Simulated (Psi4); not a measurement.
**SiN2H5 (SMILES N[SiH]N): U-revPBE/def2-SVPD**

What is the vertical ionisation energy of SiN2H5 at U-revPBE/def2-SVPD? 

Program for the calculation: Psi4 1.11.

## 1. Starting point

SiN2H5 has 8 atoms, charge 0, and is taken as a doublet. As SMILES, `N[SiH]N`. The coordinates come from a PBE0-D4/def2-TZVP relaxation. This is one conformer, not always the lowest.

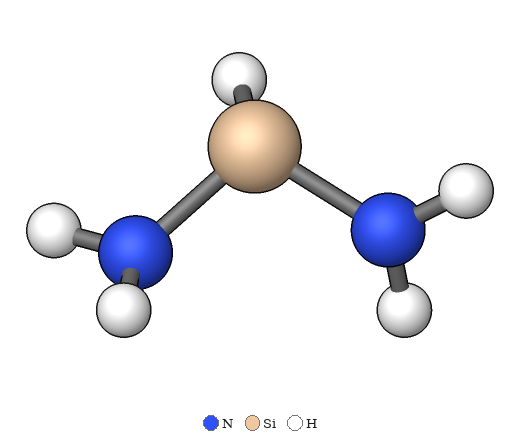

Viewed from a chosen angle; nitrogen blue, silicon light orange, hydrogen white.

## 2. Energy and forces at U-revPBE/def2-SVPD

job.in reads:

```
memory 2.2 GB

molecule molecule1 {
  0 2
  N     -1.027000     0.622100    -0.768300
  Si     0.527700     0.579900    -0.050700
  N      0.789500    -1.052600     0.425100
  H     -1.817900     0.144500    -0.364600
  H     -1.296600     1.349400    -1.406800
  H      0.716400     1.354100     1.225100
  H      0.730800    -1.794000    -0.255200
  H      1.468900    -1.260500     1.139500
  symmetry c1
}

set basis def2-SVPD
set reference uks
set puream true
set e_convergence 1e-09
set d_convergence 1e-08
set scf_type pk
set dft_radial_points 99
set dft_spherical_points 590
set maxiter 100

energy_value, wavefunction = gradient("revpbe", return_wfn=True)
```

Command:

```
$ psi4 job.in job.out -n 1
```

job.out (excerpt; [...] marks lines left out):

```text
[...]
  Running in c1 symmetry.
[...]
  Nuclear repulsion =  111.028710907775093
[...]
  Multiplicity = 2
[...]
  Nalpha       = 17
  Nbeta        = 16
[...]
    Number of basis functions: 104
[...]
   @UKS iter   1:  -401.19486788827976    1.20674e-01   1.07415e-02 ADIIS/DIIS
[...]
   @UKS iter  14:  -401.75042862090322   -1.70530e-12   1.79248e-09 DIIS
[...]
   @S^2 Observed:                7.519671624E-01
[...]
    Orbital Energies [Eh]
    ---------------------
    Alpha Occupied:
       1A    -65.428303     2A    -13.996000     3A    -13.988281
       4A     -5.063813     5A     -3.474866     6A     -3.473257
       7A     -3.471922     8A     -0.776928     9A     -0.754384
      10A     -0.477048    11A     -0.449628    12A     -0.441692
      13A     -0.367545    14A     -0.323040    15A     -0.259396
      16A     -0.223079    17A     -0.142707
    Alpha Virtual:
      18A     -0.004176    19A      0.002675    20A      0.042206
      21A      0.058317    22A      0.066051    23A      0.072512
      24A      0.076628    25A      0.100282    26A      0.115973
[...]
  @UKS Final Energy:  -401.75042862090322
   => Energetics <=
    Nuclear Repulsion Energy =            111.0287109077750927
    One-Electron Energy =                -773.3879913400688793
    Two-Electron Energy =                 297.1256738036138358
    DFT Exchange-Correlation Energy =     -36.5168219922232851
    Empirical Dispersion Energy =           0.0000000000000000
    VV10 Nonlocal Energy =                  0.0000000000000000
    Total Energy =                       -401.7504286209032216
[...]
 Multipole Moments:
 ------------------------------------------------------------------------------------
     Multipole            Electronic (a.u.)      Nuclear  (a.u.)        Total (a.u.)
 ------------------------------------------------------------------------------------
 L = 1.  Multiply by 2.5417464519 to convert [e a0] to [Debye]
 Dipole X            :          0.8213420           -1.0399584           -0.2186164
 Dipole Y            :          0.5611187           -0.9494806           -0.3883619
 Dipole Z            :         -0.8100552            0.7702429           -0.0398122
 Magnitude           :                                                    0.4474406
[...]
  -Total Gradient:
     Atom            X                  Y                   Z
    ------   -----------------  -----------------  -----------------
       1        0.005811977429     0.001342081687     0.005243862977
       2       -0.015216776234    -0.016078057335     0.002852385279
       3        0.002989238502     0.007489803575    -0.005275347307
       4        0.010149760420     0.005824473983    -0.003884064334
       5        0.003890169901    -0.008146063045     0.007585923699
       6       -0.000760269244    -0.002973243740    -0.005527319802
       7        0.000791633456     0.009168764852     0.007029585505
       8       -0.007643576111     0.003374564299    -0.008033293108
[...]
```

Wall time 65 s (1 thread of Intel Xeon Platinum 8259CL at 2.50GHz (Skylake/Cascade Lake), shared host); peak memory 1.1 GiB.

## 3. The singlet cation: a single-point energy at revPBE/def2-SVPD

job.json reads:

```json
{
 "schema_name": "qcschema_input",
 "schema_version": 1,
 "molecule": {
  "schema_name": "qcschema_molecule",
  "schema_version": 2,
  "symbols": ["N", "Si", "N", "H", "H", "H", "H", "H"],
  "geometry": [-1.94074873, 1.17559862, -1.45187658, 0.99720848, 1.09585218, -0.09580911, 1.49193878, -1.98912572, 0.80332258, -3.43533312, 0.27306543, -0.68899415, -2.45021889, 2.54999643, -2.65846671, 1.3537998, 2.55887815, 2.31510348, 1.38101185, -3.39016867, -0.48225811, 2.7758187, -2.38199978, 2.15334292],
  "molecular_charge": 1,
  "molecular_multiplicity": 1,
  "fix_symmetry": "c1"
 },
 "driver": "energy",
 "model": {
  "method": "revpbe",
  "basis": "def2-SVPD"
 },
 "keywords": {
  "reference": "rks",
  "puream": true,
  "e_convergence": 1e-09,
  "d_convergence": 1e-08,
  "scf_type": "pk",
  "dft_radial_points": 99,
  "dft_spherical_points": 590,
  "scf_properties": ["WIBERG_LOWDIN_INDICES", "QUADRUPOLE", "DIPOLE"]
 }
}
```

Command:

```
$ psi4 --qcschema job.json -n 1 --memory 2200MB
```

stdout (excerpt; [...] marks lines left out):

```text
[...]
  Running in c1 symmetry.
[...]
  Nuclear repulsion =  111.028710903504304
[...]
  Multiplicity = 1
[...]
  Nalpha       = 16
  Nbeta        = 16
[...]
    Number of basis functions: 104
[...]
   @RKS iter   1:  -400.96907001913564    3.46471e-01   1.03089e-02 ADIIS/DIIS
[...]
   @RKS iter  13:  -401.49088218432075   -4.26326e-12   4.41647e-09 DIIS
[...]
    Orbital Energies [Eh]
    ---------------------
    Doubly Occupied:
       1A    -65.713217     2A    -14.246230     3A    -14.220551
       4A     -5.345943     5A     -3.759713     6A     -3.753630
       7A     -3.752266     8A     -1.010674     9A     -0.980092
      10A     -0.714772    11A     -0.677489    12A     -0.661413
      13A     -0.600503    14A     -0.565115    15A     -0.493590
      16A     -0.446971
[...]
  @RKS Final Energy:  -401.49088218432075
   => Energetics <=
    Nuclear Repulsion Energy =            111.0287109035043045
    One-Electron Energy =                -765.2108378006873863
    Two-Electron Energy =                 288.8989772579149076
    DFT Exchange-Correlation Energy =     -36.2077325450526075
    Empirical Dispersion Energy =           0.0000000000000000
    VV10 Nonlocal Energy =                  0.0000000000000000
    Total Energy =                       -401.4908821843207534
[...]
 Multipole Moments:
 ------------------------------------------------------------------------------------
     Multipole            Electronic (a.u.)      Nuclear  (a.u.)        Total (a.u.)
 ------------------------------------------------------------------------------------
 L = 1.  Multiply by 2.5417464519 to convert [e a0] to [Debye]
 Dipole X            :          1.3962738           -1.0399584            0.3563154
 Dipole Y            :          1.0447063           -0.9494806            0.0952257
 Dipole Z            :         -0.8406380            0.7702429           -0.0703951
 Magnitude           :                                                    0.3754785
 L = 2.  Multiply by 1.3450342976 to convert [e a0^2] to [Debye ang]
 Quadrupole XX       :        -93.6266389           81.8460767          -11.7805622
 Quadrupole XY       :         37.4037883          -39.3609123           -1.9571240
[...]
```

The result, in JSON:

```text
{
 "driver": "energy",
 "model": {
  "method": "revpbe",
  "basis": "def2-SVPD"
 },
 "success": true,
 "return_result": -401.49088218432075,
 "properties": {
  "calcinfo_nbasis": 104,
  "calcinfo_nmo": 104,
  "calcinfo_nalpha": 16,
  "calcinfo_nbeta": 16,
  "calcinfo_natom": 8,
  "nuclear_repulsion_energy": 111.0287109035043,
  "return_energy": -401.49088218432075,
  "scf_one_electron_energy": -765.2108378006874,
  "scf_two_electron_energy": 288.8989772579149,
  "scf_xc_energy": -36.20773254505261,
  "scf_dipole_moment": [0.35631543526160714, 0.09522572715159772, -0.07039506096984438],
  "scf_total_energy": -401.49088218432075,
  "scf_iterations": 13
 }
}
```

Run time: 35 s. Hardware: 1 thread of Intel Xeon Platinum 8259CL at 2.50GHz (Skylake/Cascade Lake), shared host; peak memory 1.1 GiB.

## 4. What came out

Level: U-revPBE/def2-SVPD.

| quantity | value |
| --- | --- |
| doublet SiN2H5: total energy | -401.75043 Eh |
| doublet SiN2H5: dipole moment | 1.14 D |
| doublet SiN2H5: HOMO energy (highest over α and β) | -3.88 eV |
| doublet SiN2H5: LUMO energy (lowest over α and β) | -2.17 eV |
| doublet SiN2H5: ⟨S²⟩ | 0.752 |
| doublet SiN2H5: largest force on an atom | 1.148 eV/Å |
| singlet cation: total energy | -401.49088 Eh |
| singlet cation: HOMO energy | -12.16 eV |
| singlet cation: LUMO energy | -10.09 eV |
| singlet cation: HOMO–LUMO gap | 2.07 eV |
| vertical ionisation energy (to the singlet cation) | 7.063 eV |

The vertical ionisation energy comes to 7.06 eV (681 kJ/mol). The largest force (doublet SiN2H5) is 1.15 eV/Å: the shape isn't a stationary point for this species at this level. Only the singlet of the ionised species was computed; a triplet could lie lower.
